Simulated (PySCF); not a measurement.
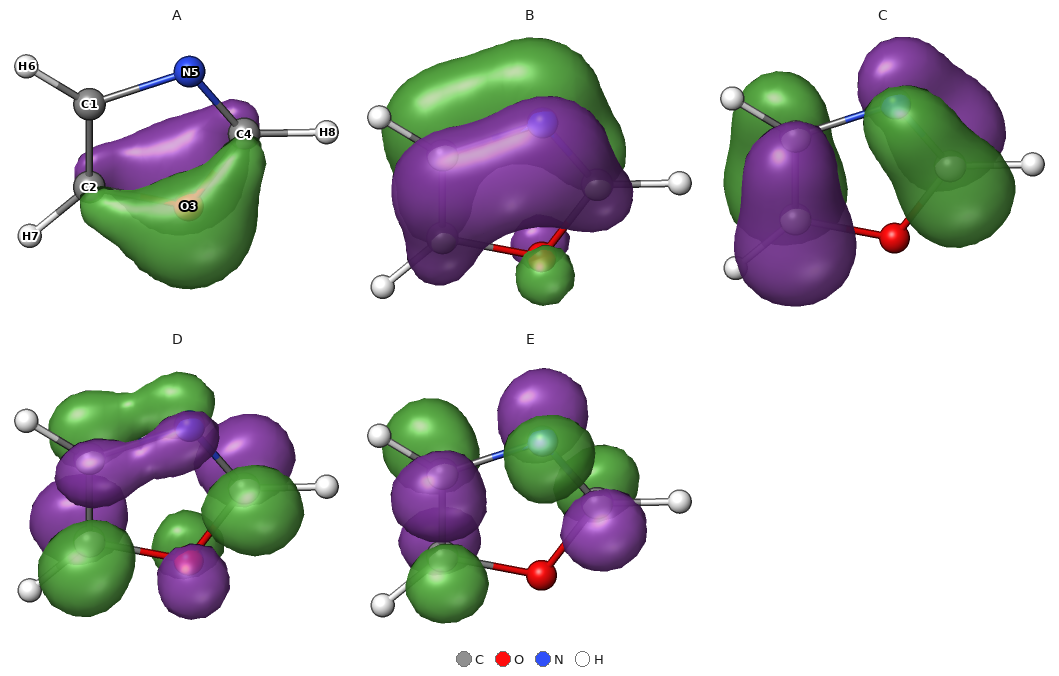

C3H3NO, SMILES `c1cocn1`. Natural orbitals of the π active space, CASSCF(6,5), singlet state, in order of falling occupation.

Computed with PySCF, def2-SVP basis, geometry: GFN2-xTB. No frequency check shows the geometry to be a minimum.

**What are the natural occupation numbers?**

A 1.99, B 1.95, C 1.91, D 0.08, E 0.06.

**How multiconfigurational is the state?**

The leading determinant weighs 0.93; the effective number of unpaired electrons, Σ n²(2−n)², is 0.08; the most occupied of the weakly occupied orbitals holds 0.08 e, as in an ordinary closed-shell π system. The active space lowers the energy by 1.52 eV against Hartree–Fock.

**Where does the lowest triplet lie relative to the singlet, at this geometry and within this active space?**

4.79 eV above it by strongly contracted NEVPT2 (+4.31 eV by CASSCF); a small basis tends to put such gaps a few tenths of an eV too high. This is a vertical energy for π states alone; a state that uses lone pairs or σ orbitals may lie lower.

Run time: 19 s on 1 thread of Arm Neoverse V1, with other jobs on the host, peak memory 0.39 GiB.
